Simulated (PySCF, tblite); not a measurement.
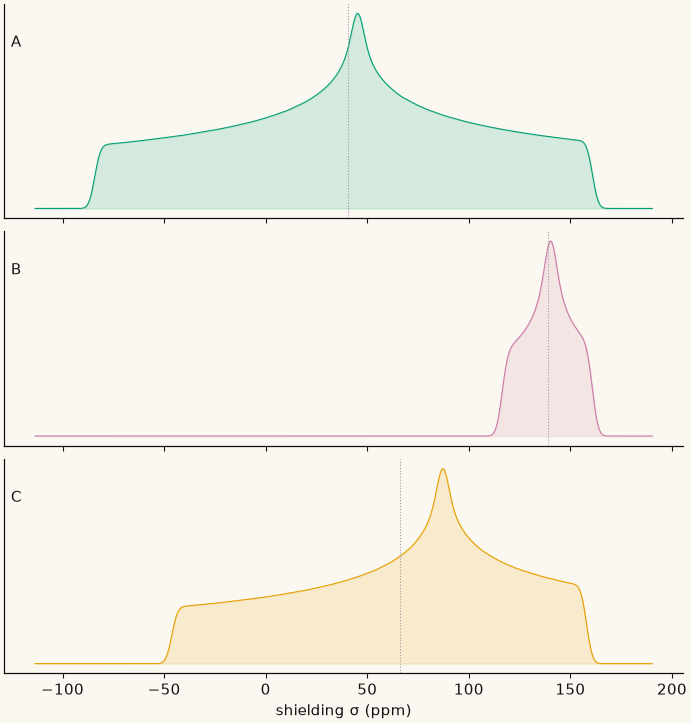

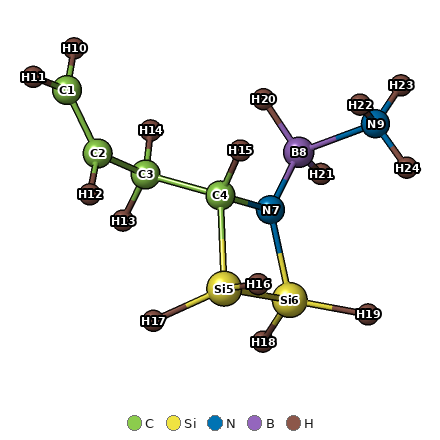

Static powder patterns (¹³C) from GIAO shielding tensors of C₄H₁₅BN₂Si₂, SMILES C=CC[C@H]1[SiH2][SiH2]N1[BH2-][NH3+], PBE0/pcSseg-1 in PySCF 2.14.0, at a GFN2-xTB geometry (a minimum by its frequencies); absolute shielding, one fixed geometry of the isolated molecule without any motion, no dipolar terms. The dotted line is the isotropic value; skew is 3(σiso − σ22)/span.

> The panels belong to C1, C2 and C3. Which is which?

panel A: C2, σ11, σ22, σ33 = −84, 45, 161 ppm, isotropic 41, span 245 ppm, skew −0.06; panel B: C3, σ11, σ22, σ33 = 116, 140, 161 ppm, isotropic 139, span 45 ppm, skew −0.07; panel C: C1, σ11, σ22, σ33 = −46, 87, 158 ppm, isotropic 66, span 204 ppm, skew −0.31.

Note: the tight-binding geometry is rougher than a DFT one and adds to the error; one conformer of a flexible molecule.
